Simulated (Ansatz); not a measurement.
## Geometry relaxation, with input and output: C2H8Si (part 1 of 2)

The run: geometry relaxation of C2H8Si. Method and program: RKS PBE/def2-SVP (Ansatz 0.2.0).

It belongs to a series of runs on one base structure; here: end point B relaxed. Figures and captions count atoms from 1; the log counts them from 0 in places.

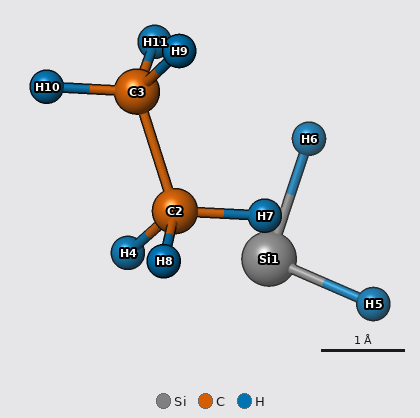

Fig. 1: The starting structure (ball-and-stick view, seen at a tilt; atoms are numbered from 1 in the order of the input).

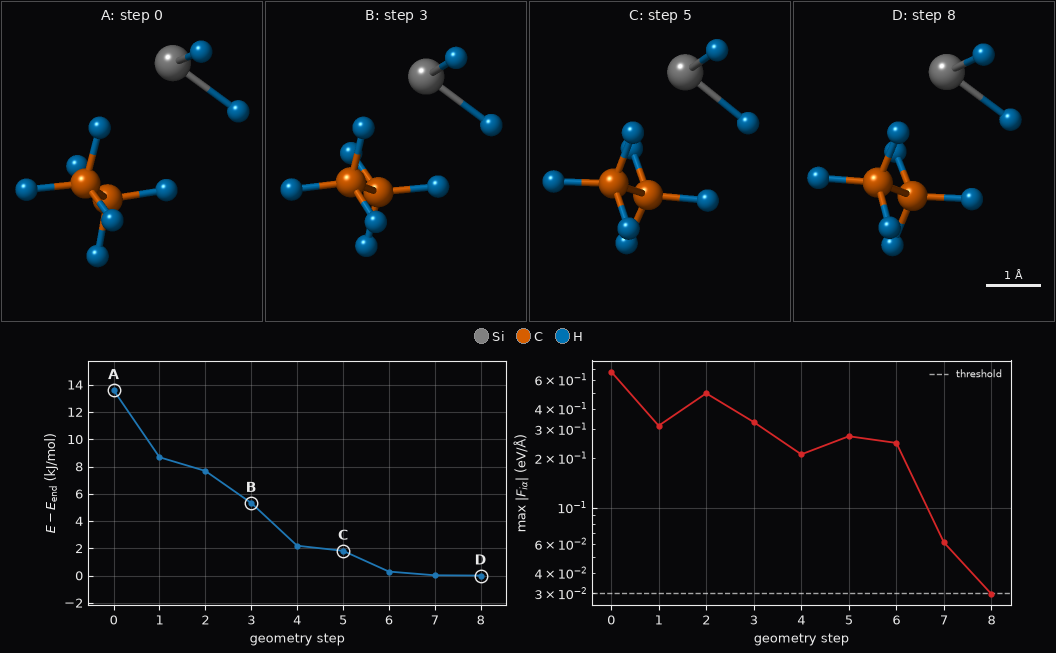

Fig. 2: Frames of the relaxation (ball-and-stick view, seen at a tilt) above the curves, on which the letters mark them (the first geometry is step 0 here and step 1 in the log).

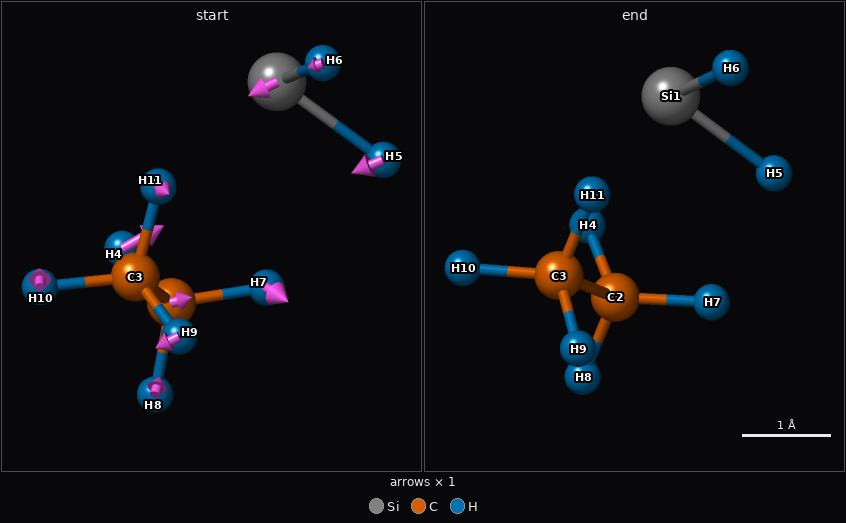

Fig. 3: Before (left) and after (right) the relaxation, at one scale (ball-and-stick view, seen at a tilt). The pink arrows give the displacements, at true length. The largest move after the best rigid fit is that of H4, 0.55 Å. Largest moves by element: H 0.55 Å, Si 0.38 Å, C 0.26 Å. Among the contacts that change: C2–H4 1.093 → 1.153 Å, C2–H7 1.116 → 1.105 Å, C2–C3 1.529 → 1.520 Å. Among the angles that change: H4–C2–H8 106.1° → 101.5°, H7–C2–H8 105.9° → 108.3°. Over 8 geometry steps the energy falls by 13.6 kJ/mol. The largest force component goes from 0.67 to 0.03 eV/Å. (Atoms are counted from 1 in the order of the input.)

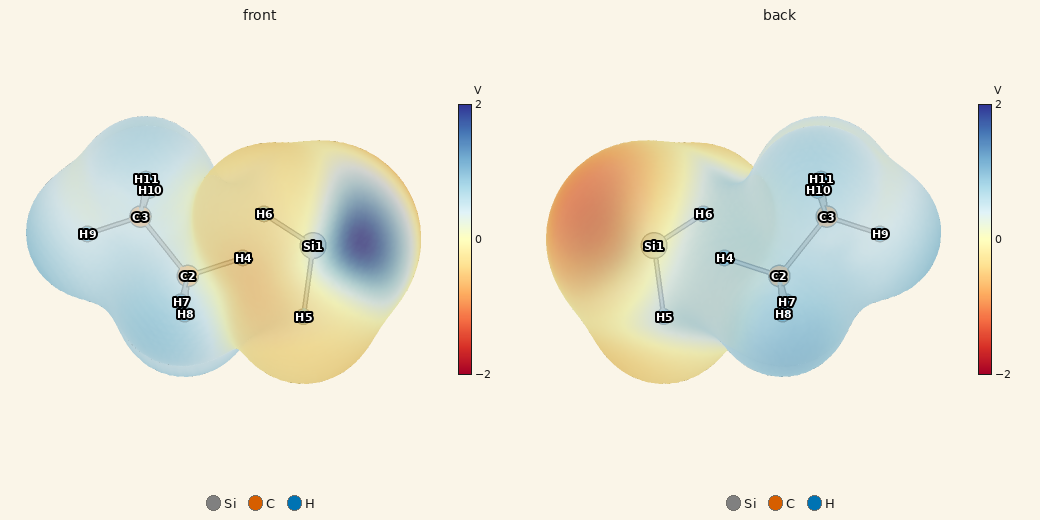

Fig. 4: The electrostatic potential painted on the density surface at 0.002 e/bohr³, seen at a tilt and from behind; the colour scale runs from red (negative) to blue (positive). A positive charge is drawn to the negative regions and a negative charge to the positive ones.

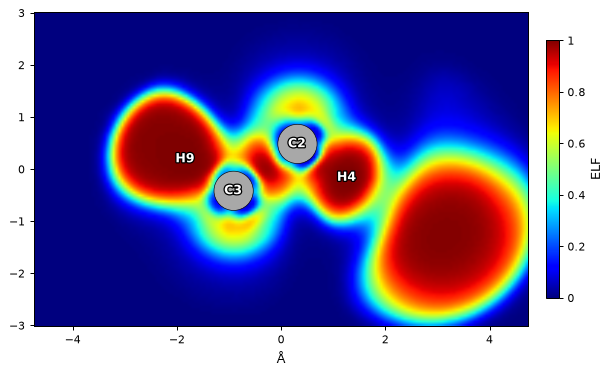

Fig. 5: ELF on the plane of atoms C2, C3 and H9. Grey discs, where drawn, cover atomic cores. The section cuts through C and H sites. C–C (1.52 Å): the ELF peaks at about 1 between the atoms (localised, shared-pair bonding).

These pictures come from the run below.

### The input
```yaml
crystal:
  periodic: [false, false, false]
  atoms:
    - { symbol: Si, position_ang: [-1.755951, 1.678706, 0.971996] }
    - { symbol: C, position_ang: [0.363216, 0.079781, -0.751734] }
    - { symbol: C, position_ang: [0.513069, -1.373811, -0.301919] }
    - { symbol: H, position_ang: [-0.656466, 0.287245, -1.087682] }
    - { symbol: H, position_ang: [-0.636616, 2.723745, 1.200337] }
    - { symbol: H, position_ang: [-1.138528, 0.754051, 2.050306] }
    - { symbol: H, position_ang: [0.629573, 0.790311, 0.067124] }
    - { symbol: H, position_ang: [1.025972, 0.335388, -1.604569] }
    - { symbol: H, position_ang: [1.564559, -1.613559, -0.043629] }
    - { symbol: H, position_ang: [0.193937, -2.079596, -1.096098] }
    - { symbol: H, position_ang: [-0.102665, -1.582261, 0.595767] }
basis:
  gaussian: { orbitals: def2-SVP }
hamiltonian:
  xc: pbe
relax:
  f_tol: 0.03
  max_steps: 50
output:
  orbitals: {}
```

Run as:
```bash
ansatz run input.yaml --threads 2 --pin off --max-ram 3072MiB --backend cpu --events-out ev --progress --plain --runs-dir out
```

### Output
```
The last accepted step is kept in [file] (removed where the run ends without a failure and the disk answers)
Engine: ansatz 0.2.0, aarch64-unknown-linux-gnu
Functional definition: PBE
  parameter kappa = 0.804
  parameter beta = 0.06672455060314922
  exchange = pbe_x(kappa = kappa, mu = beta*pi^2/3)
  correlation = pbe_c(beta = beta)
976 factors; their error is unknown
mean field evaluation 1: about -10059.8910 eV, gradient 5.6e1 eV
mean field evaluation 2: about -10013.0866 eV, gradient 1.2e2 eV
mean field evaluation 4: about -10068.1877 eV, gradient 5.7e0 eV
mean field evaluation 8: about -10068.3507 eV, gradient 1.5e-1 eV
mean field evaluation 16: about -10068.2930 eV, gradient 1.7e-4 eV
mean field -10068.29301166 eV, -370.0029436444 hartree, gradient 2.7e-5 eV, S^2 0.000000; 0 other end points of the search recorded, 0 dependent functions left out
the calculation of the forces begins
reference -10068.29304806 eV, -370.0029449820 hartree; 17, 17 occupied and 69, 69 virtual orbitals, 976 factors
relax step   1: F+E_penalty+E_count = -10068.29301166 eV  Δ(F+E_penalty+E_count) = +0.000e0 eV  max|allowed force component| = 6.730e-1 eV/Å  Δτ_max = 0.0000 Å  (28 SCF iters, accepted)
these checks for a lower state are left out or cut short: starts, cluster_reference, orbital_swaps, neighbouring_geometries, increment
976 factors; their error is unknown
mean field -10068.34402478 eV, -370.0048183421 hartree, gradient 1.1e-5 eV, S^2 0.000000; 0 other end points of the search recorded, 0 dependent functions left out
the calculation of the forces begins
reference -10068.34406073 eV, -370.0048196629 hartree; 17, 17 occupied and 69, 69 virtual orbitals, 976 factors
relax step   2: F+E_penalty+E_count = -10068.34402478 eV  Δ(F+E_penalty+E_count) = -5.101e-2 eV  max|allowed force component| = 3.152e-1 eV/Å  Δτ_max = 0.1941 Å  (28 SCF iters, accepted)
these checks for a lower state are left out or cut short: starts, cluster_reference, orbital_swaps, neighbouring_geometries, increment
976 factors; their error is unknown
mean field evaluation 32: about -10068.3544 eV, gradient 1.1e-5 eV
mean field -10068.35443658 eV, -370.0052009687 hartree, gradient 1.1e-5 eV, S^2 0.000000; 0 other end points of the search recorded, 0 dependent functions left out
the calculation of the forces begins
reference -10068.35447221 eV, -370.0052022778 hartree; 17, 17 occupied and 69, 69 virtual orbitals, 976 factors
relax step   3: F+E_penalty+E_count = -10068.35443658 eV  Δ(F+E_penalty+E_count) = -1.041e-2 eV  max|allowed force component| = 4.966e-1 eV/Å  Δτ_max = 0.1953 Å  (27 SCF iters, accepted)
these checks for a lower state are left out or cut short: starts, cluster_reference, orbital_swaps, neighbouring_geometries, increment
976 factors; their error is unknown
mean field -10068.37880676 eV, -370.0060965560 hartree, gradient 1.4e-5 eV, S^2 0.000000; 0 other end points of the search recorded, 0 dependent functions left out
the calculation of the forces begins
reference -10068.37884247 eV, -370.0060978683 hartree; 17, 17 occupied and 69, 69 virtual orbitals, 976 factors
relax step   4: F+E_penalty+E_count = -10068.37880676 eV  Δ(F+E_penalty+E_count) = -2.437e-2 eV  max|allowed force component| = 3.317e-1 eV/Å  Δτ_max = 0.0794 Å  (28 SCF iters, accepted)
these checks for a lower state are left out or cut short: starts, cluster_reference, orbital_swaps, neighbouring_geometries, increment
976 factors; their error is unknown
mean field -10068.41130230 eV, -370.0072907454 hartree, gradient 1.6e-5 eV, S^2 0.000000; 0 other end points of the search recorded, 0 dependent functions left out
the calculation of the forces begins
reference -10068.41133846 eV, -370.0072920742 hartree; 17, 17 occupied and 69, 69 virtual orbitals, 976 factors
relax step   5: F+E_penalty+E_count = -10068.41130230 eV  Δ(F+E_penalty+E_count) = -3.250e-2 eV  max|allowed force component| = 2.110e-1 eV/Å  Δτ_max = 0.1955 Å  (27 SCF iters, accepted)
these checks for a lower state are left out or cut short: starts, cluster_reference, orbital_swaps, neighbouring_geometries, increment
976 factors; their error is unknown
mean field -10068.41516396 eV, -370.0074326587 hartree, gradient 5.9e-6 eV, S^2 0.000000; 0 other end points of the search recorded, 0 dependent functions left out
the calculation of the forces begins
reference -10068.41520029 eV, -370.0074339937 hartree; 17, 17 occupied and 69, 69 virtual orbitals, 976 factors
relax step   6: F+E_penalty+E_count = -10068.41516396 eV  Δ(F+E_penalty+E_count) = -3.862e-3 eV  max|allowed force component| = 2.719e-1 eV/Å  Δτ_max = 0.1367 Å  (29 SCF iters, accepted)
these checks for a lower state are left out or cut short: starts, cluster_reference, orbital_swaps, neighbouring_geometries, increment
976 factors; their error is unknown
mean field -10068.43095895 eV, -370.0080131136 hartree, gradient 1.7e-5 eV, S^2 0.000000; 0 other end points of the search recorded, 0 dependent functions left out
the calculation of the forces begins
reference -10068.43099515 eV, -370.0080144441 hartree; 17, 17 occupied and 69, 69 virtual orbitals, 976 factors
relax step   7: F+E_penalty+E_count = -10068.43095895 eV  Δ(F+E_penalty+E_count) = -1.579e-2 eV  max|allowed force component| = 2.476e-1 eV/Å  Δτ_max = 0.0659 Å  (28 SCF iters, accepted)
these checks for a lower state are left out or cut short: starts, cluster_reference, orbital_swaps, neighbouring_geometries, increment
976 factors; their error is unknown
mean field evaluation 64: about -10068.4337 eV, gradient 2.2e-1 eV
mean field -10068.43377153 eV, -370.0081164743 hartree, gradient 1.7e-5 eV, S^2 0.000000; 0 other end points of the search recorded, 0 dependent functions left out
the calculation of the forces begins
reference -10068.43380765 eV, -370.0081178018 hartree; 17, 17 occupied and 69, 69 virtual orbitals, 976 factors
```
